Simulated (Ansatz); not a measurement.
**The perfect V wire along [100], 13 atoms a period**

What gap, if any, does the V wire along [100], 13 atoms a period have, and how many channels would it open?

Calculated with Ansatz 0.2.0; DFT PBE, plane waves, PAW; relaxation of a wire's period; PAW set soft_1, in the first sound run; inputs show where later runs differ.

## (1) Starting point

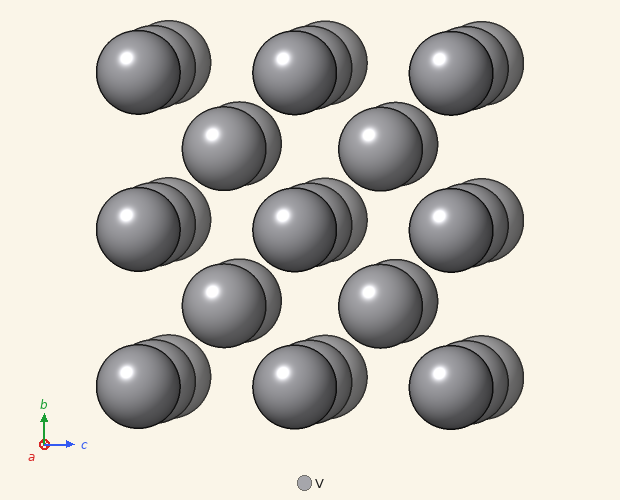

The cell as given, from the side, with the c axis across the page (vanadium grey). 1×1×2 cells are drawn. Some periodic images of atoms are drawn too.

The cell holds 13 atoms: 13 V. Cell: a = 12.780 Å, b = 12.780 Å, c = 2.990 Å, α = 90.0°, β = 90.0°, γ = 90.0°. Vacuum lies along a and b. The structure's axis is c.

## (2) Relaxation of atoms and period

Band widths follow the bond lengths, so the wire is relaxed first. The atoms and the third cell vector are free; the box across stays fixed as vacuum. A Fermi-Dirac smearing is set since the result may be a metal. The pressure printed is a third of the stress's trace over the whole box, vacuum included; only the stress along the axis is relaxed.

Contents of input.yaml:

```yaml
crystal:
  lattice:
    - [12.78, 0.0, 0.0]
    - [0.0, 12.78, 0.0]
    - [0.0, 0.0, 2.99]
  atoms:
    - { symbol: V, position: [0.266040689, 0.266040689, 0.0] }
    - { symbol: V, position: [0.266040689, 0.5, 0.0] }
    - { symbol: V, position: [0.266040689, 0.733959311, 0.0] }
    - { symbol: V, position: [0.5, 0.266040689, 0.0] }
    - { symbol: V, position: [0.5, 0.5, 0.0] }
    - { symbol: V, position: [0.5, 0.733959311, 0.0] }
    - { symbol: V, position: [0.733959311, 0.266040689, 0.0] }
    - { symbol: V, position: [0.733959311, 0.5, 0.0] }
    - { symbol: V, position: [0.733959311, 0.733959311, 0.0] }
    - { symbol: V, position: [0.383020344, 0.383020344, 0.5] }
    - { symbol: V, position: [0.383020344, 0.616979656, 0.5] }
    - { symbol: V, position: [0.616979656, 0.383020344, 0.5] }
    - { symbol: V, position: [0.616979656, 0.616979656, 0.5] }
kpoints:
  mp_grid: { grid: [1, 1, 27] }
scf:
  occupations: { method: fermi_dirac, width: 0.05 }
hamiltonian:
  xc: pbe
  pseudopotentials: { kind: paw, azcp: { folder: soft_1 } }
relax:
  cell: { fix: [a, b, alpha, beta, gamma] }
  max_steps: 45
  f_tol: 0.03
```

Command:

```
$ ansatz run input.yaml --threads 4 --pin off --max-ram 16384MiB --backend cpu --events-out ev --progress --plain --runs-dir out
```

Numbers of over 12 decimals in the logs are rounded to 6 here.

What it wrote:

```text
Engine: ansatz 0.2.0, aarch64-unknown-linux-gnu
Pseudopotentials: kind: paw
Pseudopotential: V, paw, valence charge 13, recommended cutoff 420 eV (normal), soft_1/V.paw.azcp
Functional definition: PBE
  parameter kappa = 0.804
  parameter beta = 0.066725
  exchange = pbe_x(kappa = kappa, mu = beta*pi^2/3)
  correlation = pbe_c(beta = beta)
Crystal: 13 atoms, lattice volume = 488.352 Å³
Basis set: ecut = 420 eV, 9425 PW (Γ), exchange–correlation on 180×180×40 points (8 copies of the dense FFT grid, shifted against one another)
Bands: 102, of which v1, the nominal top of the filled ones, is band 85 counted from 1 (84 counted from 0)
Symmetry: 16 space group operations
Space group: P4/mmm (ITA 123), of the structure as read, at distance tolerance 7.9e-5 Å
k-points: 14 of 27
Non-local potential: V, projectors of the file, l = 0: 3, l = 1: 2, l = 2: 3, l = 3: 1
PAW form: soft (Blöchl's): semilocal exchange-correlation on the pseudo side does not see the compensation charge
PAW one-centre angular grid: V, 590 points (default); XC on 64 Gauss nodes
Initial density: superposition of atomic densities (neutral atoms: chi_scale 0, normalization atom)
Initial wavefunctions: pseudopotential atomic-orbital guess
Functional: x = pbe(κ = 0.804, μ = 0.219515), c = pbe(β = 0.066725)
SCF iter   1: F=—  HF=-37874.443254 eV  |F-HF|=—  |Δ(HF+E_count)|=         —  Δρ=1.53e-1  dr2=6.82e2  ethr=3.10e-3  ⟨swp⟩=9.2  Hψ=6248  notcnv=0
preconditioner: auto → LDOS  [metal: Δε(μ)=0.015 eV  Ē_g=3.317 eV  σ=0.050 eV  W_gap=0.07  n_scr=86 (ndim 8)  ℏωp=13.5 eV  f_vac=0.416  D(μ)=27.74/eV (n_scr^D=274)  β→1.0]
SCF iter   2: F=—  HF=-37888.650467 eV  |F-HF|=—  |Δ(HF+E_count)|=    1.42e1  Δρ=2.48e-1  dr2=1.57e3  ethr=3.10e-3  ⟨swp⟩=12.0  Hψ=11443  notcnv=0  defer=3  recentre
SCF iter   3: F=—  HF=-37847.755294 eV  |F-HF|=—  |Δ(HF+E_count)|=    4.09e1  Δρ=5.95e-2  dr2=1.01e2  ethr=3.10e-3  ⟨swp⟩=11.8  Hψ=9075  notcnv=0  defer=2
SCF iter   4: F=—  HF=-37843.913443 eV  |F-HF|=—  |Δ(HF+E_count)|=    3.84e0  Δρ=1.44e-2  dr2=5.71e0  ethr=3.10e-3  ⟨swp⟩=9.3  Hψ=4499  notcnv=1  defer=4
SCF iter   5: F=—  HF=-37843.803020 eV  |F-HF|=—  |Δ(HF+E_count)|=   1.10e-1  Δρ=1.26e-2  dr2=3.16e0  ethr=3.10e-3  ⟨swp⟩=4.5  Hψ=2470  notcnv=0  defer=2
SCF iter   6: F=—  HF=-37843.767478 eV  |F-HF|=—  |Δ(HF+E_count)|=   3.55e-2  Δρ=6.11e-3  dr2=3.78e-1  ethr=1.87e-3  ⟨swp⟩=2.6  Hψ=1795  notcnv=0
SCF iter   7: F=—  HF=-37843.758428 eV  |F-HF|=—  |Δ(HF+E_count)|=   9.05e-3  Δρ=2.13e-3  dr2=8.48e-2  ethr=2.24e-4  ⟨swp⟩=5.7  Hψ=2447  notcnv=0  defer=2
SCF iter   8: F=—  HF=-37843.756927 eV  |F-HF|=—  |Δ(HF+E_count)|=   1.50e-3  Δρ=1.43e-3  dr2=1.96e-2  ethr=5.02e-5  ⟨swp⟩=2.6  Hψ=2120  notcnv=0  defer=1
SCF iter   9: F=—  HF=-37843.756423 eV  |F-HF|=—  |Δ(HF+E_count)|=   5.04e-4  Δρ=5.17e-4  dr2=4.46e-3  ethr=1.16e-5  ⟨swp⟩=3.6  Hψ=1955  notcnv=0  defer=1
SCF iter  10: F=—  HF=-37843.756512 eV  |F-HF|=—  |Δ(HF+E_count)|=   8.88e-5  Δρ=1.74e-4  dr2=1.81e-4  ethr=2.64e-6  ⟨swp⟩=2.1  Hψ=1659  notcnv=0  defer=1
SCF iter  11: F=—  HF=-37843.756559 eV  |F-HF|=—  |Δ(HF+E_count)|=   4.69e-5  Δρ=1.03e-4  dr2=8.59e-5  ethr=1.07e-7  ⟨swp⟩=3.1  Hψ=2114  notcnv=0  defer=1
SCF iter  12: F=—  HF=-37843.757047 eV  |F-HF|=—  |Δ(HF+E_count)|=   4.88e-4  Δρ=4.55e-5  dr2=1.27e-5  ethr=5.08e-8  ⟨swp⟩=2.1  Hψ=1539  notcnv=0  defer=1
SCF iter  13: F=—  HF=-37843.757053 eV  |F-HF|=—  |Δ(HF+E_count)|=   5.85e-6  Δρ=1.12e-5  dr2=6.72e-7  ethr=7.54e-9  ⟨swp⟩=2.6  Hψ=1952  notcnv=0  defer=1
SCF iter  14: F=—  HF=-37843.757054 eV  |F-HF|=—  |Δ(HF+E_count)|=   1.13e-6  Δρ=5.76e-6  dr2=3.31e-7  ethr=3.98e-10  ⟨swp⟩=3.2  Hψ=2142  notcnv=0
SCF iter  15: F=-37843.757054 eV  HF=-37843.757054 eV  |F-HF|=1.60e-10  |Δ(HF+E_count)|=   1.98e-7  Δρ=2.74e-6  dr2=3.94e-8  ethr=5.92e-11  ⟨swp⟩=4.5  Hψ=5115  notcnv=0
SCF 1 converged in 15 iterations: F = -37843.757054 eV  dr2 = 3.94e-8
  greatest PAW one-centre occupation: 1.000 electrons in one spin orbital (limit 2), on the V atom at site 12 (counted from 0), in its partial waves of l = 0
relax step   1: F+E_penalty+E_count = -37843.75705432 eV  Δ(F+E_penalty+E_count) = +0.000e0 eV  max|allowed force component| = 1.647e0 eV/Å  Δτ_max = 0.0000 Å  P = -6.361 GPa  Ω = 488.352 Å³  fix = [a, b, alpha, beta, gamma]  reactions: a -5.948, b -5.948 GPa  (15 SCF iters, dr2 threshold 1.00e-7 eV, accepted)
Crystal: 13 atoms, lattice volume = 472.326 Å³
Basis set: ecut = 420 eV, 9201 PW (Γ), exchange–correlation on 180×180×40 points (8 copies of the dense FFT grid, shifted against one another)
Initial density: handed on by an earlier stage of this run
Initial wavefunctions: those handed on with the density
SCF iter   1: F=—  HF=-37846.680942 eV  |F-HF|=—  |Δ(HF+E_count)|=         —  Δρ=3.94e-2  dr2=2.23e1  ethr=3.10e-3  ⟨swp⟩=10.6  Hψ=5998  notcnv=0
preconditioner: auto → LDOS  [metal: Δε(μ)=0.019 eV  Ē_g=2.465 eV  σ=0.050 eV  W_gap=0.09  n_scr=86 (ndim 8)  ℏωp=13.8 eV  f_vac=0.473  D(μ)=28.76/eV (n_scr^D=322)  β→1.0]
SCF iter   2: F=—  HF=-37846.531710 eV  |F-HF|=—  |Δ(HF+E_count)|=   1.49e-1  Δρ=3.91e-2  dr2=1.55e1  ethr=3.10e-3  ⟨swp⟩=4.1  Hψ=2517  notcnv=0  defer=2
SCF iter   3: F=—  HF=-37845.710986 eV  |F-HF|=—  |Δ(HF+E_count)|=   8.21e-1  Δρ=4.96e-3  dr2=1.38e-1  ethr=3.10e-3  ⟨swp⟩=2.1  Hψ=2110  notcnv=0  defer=2
SCF iter   4: F=—  HF=-37845.725011 eV  |F-HF|=—  |Δ(HF+E_count)|=   1.40e-2  Δρ=1.90e-3  dr2=1.35e-2  ethr=8.18e-5  ⟨swp⟩=3.4  Hψ=2406  notcnv=0  defer=1
SCF iter   5: F=—  HF=-37845.722589 eV  |F-HF|=—  |Δ(HF+E_count)|=   2.42e-3  Δρ=6.77e-4  dr2=2.92e-3  ethr=7.96e-6  ⟨swp⟩=2.4  Hψ=2618  notcnv=0  defer=1
SCF iter   6: F=—  HF=-37845.723639 eV  |F-HF|=—  |Δ(HF+E_count)|=   1.05e-3  Δρ=2.41e-4  dr2=4.97e-4  ethr=1.73e-6  ⟨swp⟩=2.0  Hψ=1881  notcnv=0  defer=1
SCF iter   7: F=—  HF=-37845.724078 eV  |F-HF|=—  |Δ(HF+E_count)|=   4.39e-4  Δρ=1.26e-4  dr2=1.02e-4  ethr=2.94e-7  ⟨swp⟩=2.0  Hψ=1916  notcnv=0  defer=1
SCF iter   8: F=—  HF=-37845.724093 eV  |F-HF|=—  |Δ(HF+E_count)|=   1.57e-5  Δρ=3.41e-5  dr2=4.69e-6  ethr=6.02e-8  ⟨swp⟩=2.1  Hψ=1924  notcnv=0  defer=1
SCF iter   9: F=—  HF=-37845.724097 eV  |F-HF|=—  |Δ(HF+E_count)|=   3.98e-6  Δρ=1.65e-5  dr2=2.09e-6  ethr=7.69e-10  ⟨swp⟩=5.4  Hψ=4729  notcnv=0
SCF iter  10: F=-37845.724098 eV  HF=-37845.724098 eV  |F-HF|=2.16e-8  |Δ(HF+E_count)|=   4.26e-7  Δρ=6.92e-6  dr2=2.39e-7  ethr=7.69e-10  ⟨swp⟩=4.7  Hψ=4267  notcnv=0
SCF 2 converged in 10 iterations: F = -37845.724098 eV  dr2 = 2.39e-7
[...]
SCF iter   9: F=—  HF=-37846.175182 eV  |F-HF|=—  |Δ(HF+E_count)|=   2.00e-6  Δρ=1.83e-5  dr2=2.81e-6  ethr=7.69e-10  ⟨swp⟩=5.6  Hψ=4860  notcnv=0
SCF iter  10: F=—  HF=-37846.175182 eV  |F-HF|=—  |Δ(HF+E_count)|=   8.93e-7  Δρ=1.46e-5  dr2=1.77e-6  ethr=1.66e-9  ⟨swp⟩=2.2  Hψ=1834  notcnv=0  defer=2
SCF iter  11: F=-37846.175183 eV  HF=-37846.175183 eV  |F-HF|=1.22e-7  |Δ(HF+E_count)|=   1.75e-7  Δρ=4.66e-6  dr2=1.66e-7  ethr=7.69e-10  ⟨swp⟩=4.7  Hψ=3443  notcnv=0
SCF 3 converged in 11 iterations: F = -37846.175183 eV  dr2 = 1.66e-7
relax step   3: F+E_penalty+E_count = -37846.17518252 eV  Δ(F+E_penalty+E_count) = -4.511e-1 eV  max|allowed force component| = 4.707e-1 eV/Å  Δτ_max = 0.1980 Å  P = +0.466 GPa  Ω = 468.343 Å³  energy of the carried Pulay correction = +5.835e-3 eV  fix = [a, b, alpha, beta, gamma]  reactions: a +0.259, b +0.259 GPa  (11 SCF iters, dr2 threshold 1.30e-6 eV, accepted)
[...]
relax step   4: F+E_penalty+E_count = -37846.22602283 eV  Δ(F+E_penalty+E_count) = -5.084e-2 eV  max|allowed force component| = 2.873e-1 eV/Å  Δτ_max = 0.0754 Å  P = +0.425 GPa  Ω = 470.471 Å³  energy of the carried Pulay correction = +5.203e-3 eV  fix = [a, b, alpha, beta, gamma]  reactions: a +0.431, b +0.431 GPa  (9 SCF iters, dr2 threshold 1.30e-6 eV, accepted)
[...]
relax step   5: F+E_penalty+E_count = -37846.24910559 eV  Δ(F+E_penalty+E_count) = -2.308e-2 eV  max|allowed force component| = 3.225e-2 eV/Å  Δτ_max = 0.0240 Å  P = +0.101 GPa  Ω = 470.716 Å³  energy of the carried Pulay correction = +5.131e-3 eV  fix = [a, b, alpha, beta, gamma]  reactions: a +0.052, b +0.052 GPa  (8 SCF iters, dr2 threshold 1.30e-6 eV, accepted)
[...]
relax step   6: F+E_penalty+E_count = -37846.24975119 eV  Δ(F+E_penalty+E_count) = -6.456e-4 eV  max|allowed force component| = 4.692e-3 eV/Å  Δτ_max = 0.0034 Å  P = -0.052 GPa  Ω = 471.468 Å³  energy of the carried Pulay correction = +4.908e-3 eV  fix = [a, b, alpha, beta, gamma]  reactions: a -0.088, b -0.088 GPa  (8 SCF iters, dr2 threshold 1.01e-7 eV, accepted)
Initial wavefunctions: pseudopotential atomic-orbital guess (no wavefunctions were taken with the density)
iter 1 solved again at ethr=4.35e-7 eV; its pass at ethr=3.10e-3 eV (dr2=7.35e-4 eV) is discarded
SCF iter   1: F=—  HF=-37846.243402 eV  |F-HF|=—  |Δ(HF+E_count)|=         —  Δρ=5.86e-5  dr2=2.10e-6  ethr=4.35e-7  ⟨swp⟩=4.9  Hψ=10569  notcnv=0
preconditioner: auto → LDOS  [metal: Δε(μ)=0.011 eV  Ē_g=2.469 eV  σ=0.050 eV  W_gap=0.05  n_scr=86 (ndim 8)  ℏωp=13.8 eV  f_vac=0.489  D(μ)=31.48/eV (n_scr^D=342)  β→1.0]
SCF iter   2: F=—  HF=-37846.243694 eV  |F-HF|=—  |Δ(HF+E_count)|=   2.92e-4  Δρ=5.30e-5  dr2=2.71e-5  ethr=1.24e-9  ⟨swp⟩=3.4  Hψ=3252  notcnv=0
SCF iter   3: F=—  HF=-37846.243692 eV  |F-HF|=—  |Δ(HF+E_count)|=   2.47e-6  Δρ=1.29e-5  dr2=1.38e-6  ethr=1.24e-9  ⟨swp⟩=2.3  Hψ=2700  notcnv=0
SCF iter   4: F=—  HF=-37846.243692 eV  |F-HF|=—  |Δ(HF+E_count)|=   8.42e-8  Δρ=1.41e-5  dr2=1.13e-6  ethr=8.16e-10  ⟨swp⟩=2.0  Hψ=2511  notcnv=0
SCF iter   5: F=—  HF=-37846.243691 eV  |F-HF|=—  |Δ(HF+E_count)|=   1.78e-7  Δρ=2.50e-6  dr2=4.57e-8  ethr=6.68e-10  ⟨swp⟩=2.0  Hψ=1844  notcnv=0
SCF iter   6: F=—  HF=-37846.243691 eV  |F-HF|=—  |Δ(HF+E_count)|=   5.42e-9  Δρ=5.40e-7  dr2=4.33e-9  ethr=2.71e-11  ⟨swp⟩=2.2  Hψ=1941  notcnv=0
SCF iter   7: F=—  HF=-37846.243691 eV  |F-HF|=—  |Δ(HF+E_count)|=  2.33e-10  Δρ=4.43e-7  dr2=1.68e-9  ethr=2.56e-12  ⟨swp⟩=2.1  Hψ=1918  notcnv=0
SCF iter   8: F=—  HF=-37846.243691 eV  |F-HF|=—  |Δ(HF+E_count)|=  9.46e-11  Δρ=1.64e-7  dr2=1.76e-10  ethr=1.00e-12  ⟨swp⟩=2.0  Hψ=1882  notcnv=0
SCF iter   9: F=-37846.243691 eV  HF=-37846.243691 eV  |F-HF|=8.73e-11  |Δ(HF+E_count)|=    0.00e0  Δρ=4.77e-8  dr2=1.21e-11  ethr=1.00e-12  ⟨swp⟩=5.2  Hψ=4612  notcnv=0
SCF 7 converged in 9 iterations: F = -37846.243691 eV  dr2 = 1.21e-11
  greatest PAW one-centre occupation: 1.000 electrons in one spin orbital (limit 2), on the V atom at site 11 (counted from 0), in its partial waves of l = 0
relax step   7: F+E_penalty+E_count = -37846.24369149 eV  Δ(F+E_penalty+E_count) = +6.060e-3 eV  max|allowed force component| = 4.221e-3 eV/Å  Δτ_max = 0.0000 Å  P = -0.041 GPa  Ω = 471.468 Å³  fix = [a, b, alpha, beta, gamma]  reactions: a -0.075, b -0.075 GPa  stress off target by 2.59e-2 GPa on what of the cell is left free  SCF on the basis re-selected at this cell (its energy is not comparable with the rows above)  (9 SCF iters)
basis re-selected at this cell: Δ(F+E_penalty+E_count) = +6.060e-3 eV, ΔP = +0.011 GPa vs the last step (what re-selecting the basis moved, of the pressure what is left beyond the Pulay correction that the steps carried, after the strain that the cell walked since its last selection, with what the two solves' SCF thresholds leave and, on support functions, any second-order correction that the steps lacked; it is no m [...]
SCF converged after 9 iterations
Free energy (F): -37846.243691 eV
Harris-Foulkes:  -37846.243691 eV  (|F-HF|=8.73e-11)
Internal energy: -37845.991268 eV  (E = F + TS)
E sigma→0 (E₀):  -37846.117480 eV
Entropy (-TS):   -0.252423 eV (-19.417 meV/atom)
Fermi energy:    4.265071 eV
--- Per-component energies (eV) ---
  E_band       = -3981.958065
  E_kinetic    = 3840.500771
  E_local      = -76827.186074  (includes V_loc(G=0)·N_el)
  E_nonlocal   = 1089.482397
  E_hartree    = 36283.238375
  E_xc         = -1482.101684
  E_vxc        = -1873.609235  (∫ρ·V_xc dr)
  E_paw        = -14643.060070  (= ΣΔE_a)
  E_vpaw       = -2777.635985  (= ΣTr[D̂ρ^β])
  E_aug_tail   = 0.013156  (compensation charges beyond the density's cutoff)
  E_ewald      = 13893.121861
  E_smearing   = -0.252423  (= −TS)
  E_closure    = -0.000000  (closes the sum)
  Σ components = -37846.243691   (vs F -37846.243691, Δ=0.00e0)
--- Forces (eV/Å), atoms counted from 1 ---
  atom   1  V      0.00422150     0.00422150     0.00000000
  atom   2  V      0.00235837     0.00000000     0.00000000
  atom   3  V      0.00422150    -0.00422150     0.00000000
  atom   4  V      0.00000000     0.00235837     0.00000000
  atom   5  V      0.00000000     0.00000000     0.00000000
  atom   6  V      0.00000000    -0.00235837     0.00000000
  atom   7  V     -0.00422150     0.00422150     0.00000000
  atom   8  V     -0.00235837     0.00000000     0.00000000
  atom   9  V     -0.00422150    -0.00422150     0.00000000
  atom  10  V     -0.00403527    -0.00403527     0.00000000
  atom  11  V     -0.00403527     0.00403527     0.00000000
  atom  12  V      0.00403527    -0.00403527     0.00000000
  atom  13  V      0.00403527     0.00403527     0.00000000
  max |Σ_I F_I| component: 3.47e-18 eV/Å
--- Stress (GPa, compression-positive) ---
       -0.074870       0.000000       0.000000
        0.000000      -0.074870       0.000000
        0.000000       0.000000       0.025939
  P = ⅓ Tr σ = -0.0413 GPa (-0.413 kbar)
--- Relaxed structure (6 steps of the walk, 6 accepted, 1 SCFs on fresh bases) ---
  F+E_penalty+E_count = -37846.24369149 eV   max|allowed force component| = 4.221e-3 eV/Å   (the final SCF, on the basis selected at the relaxed cell)
  cell:  # Å, volume = 471.4684 Å³
    - [12.78, 0.0, 0.0]
    - [0.0, 12.78, 0.0]
    - [0.0, 0.0, 2.886629]
  atoms:
    - { symbol: V, position: [0.289665, 0.289665, 0.0] }
    - { symbol: V, position: [0.262462, 0.5, 0.0] }
    - { symbol: V, position: [0.289665, 0.710335, 0.0] }
    - { symbol: V, position: [0.5, 0.262462, 0.0] }
    - { symbol: V, position: [0.5, 0.5, 0.0] }
    - { symbol: V, position: [0.5, 0.737538, 0.0] }
    - { symbol: V, position: [0.710335, 0.289665, 0.0] }
    - { symbol: V, position: [0.737538, 0.5, 0.0] }
    - { symbol: V, position: [0.710335, 0.710335, 0.0] }
    - { symbol: V, position: [0.387027, 0.387027, 0.5] }
    - { symbol: V, position: [0.387027, 0.612973, 0.5] }
    - { symbol: V, position: [0.612973, 0.387027, 0.5] }
    - { symbol: V, position: [0.612973, 0.612973, 0.5] }
```

The job ended after 1.7 min (4 threads of Arm Neoverse V2, shared host; peak memory 1.6 GiB).

This run has no spin polarisation, although V can carry a moment.

(Part 1 of 2 ends here.)

[Logs are printed without paths, hosts, clocks, repeated set-up lines and the standing remarks that a program may print on its own settings, such as how far it seeks lower states.]

[Hosts, paths, dates, database ids (printed as entryN), source tags and the programs' standing remarks are cut or masked in the printed files.]
